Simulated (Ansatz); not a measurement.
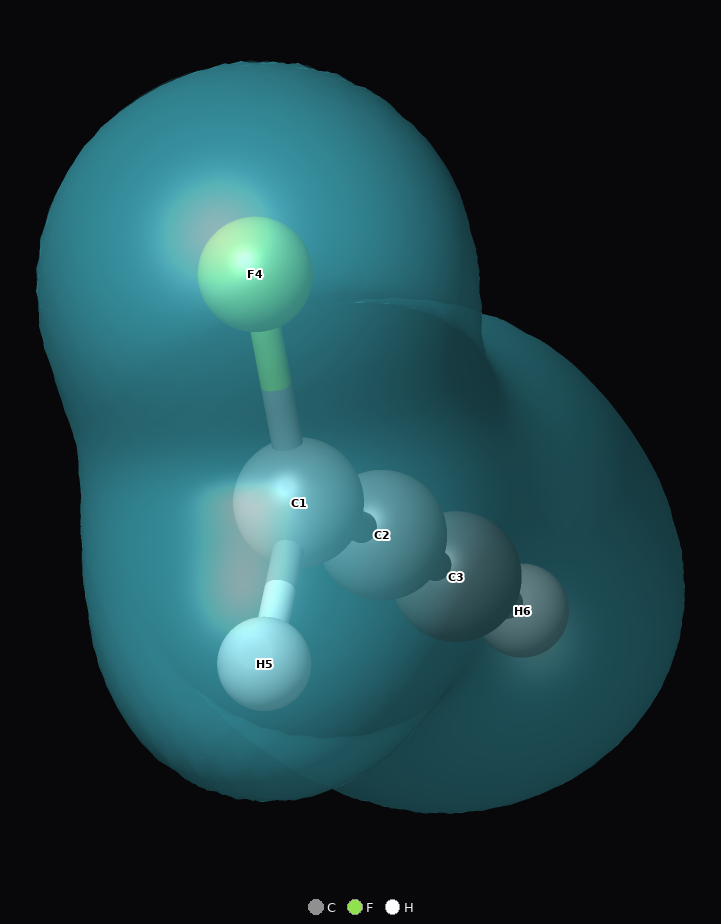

Figure. C3H2F (SMILES [CH+]=C=CF) (charge +1). Isosurface of the total electron density at 0.1 e/Å³ (cyan), seen at an oblique angle.

Geometry: B3LYP/6-31G*.

Theory: isolated molecule in a Gaussian basis; Kohn-Sham density functional theory, functional PBE0 (Ansatz 0.2.0).

Input

```
crystal:
  periodic: [false, false, false]
  atoms:
    - {symbol: C, position_ang: [-1.571442, 0.238532, -1.558008]}
    - {symbol: C, position_ang: [-0.215620, 0.403844, -1.479644]}
    - {symbol: C, position_ang: [1.002681, 0.496561, -1.439127]}
    - {symbol: F, position_ang: [-2.364414, 1.115741, -1.081515]}
    - {symbol: H, position_ang: [-2.055585, -0.626108, -2.018105]}
    - {symbol: H, position_ang: [2.075542, 0.589865, -1.397199]}
basis:
  gaussian:
    orbitals: def2-TZVPD
total_charge: 1
hamiltonian:
  xc: {name: PBE0}
output:
  forces: true
  orbitals: {seedname: orbitals}
```

Launched as:

```sh
ansatz run input.yaml --threads 1 --pin off --max-ram 2610MiB --events-out events.jsonl --progress --plain --runs-dir runs
```

> How is the density connected at this value?

At this value the surface is in one piece. It bridges the sampled C–C (1.22 Å), C–F (1.27 Å), C–H (1.08 Å) and C–C (1.37 Å) contacts, where the density stays above the isovalue. On the grid the lowest density along these lines, outside the cores, is 2.8 e/Å³ (C–C, 1.22 Å), 2.2 e/Å³ (C–F, 1.27 Å), 2 e/Å³ (C–H, 1.08 Å) and 2.2 e/Å³ (C–C, 1.37 Å).
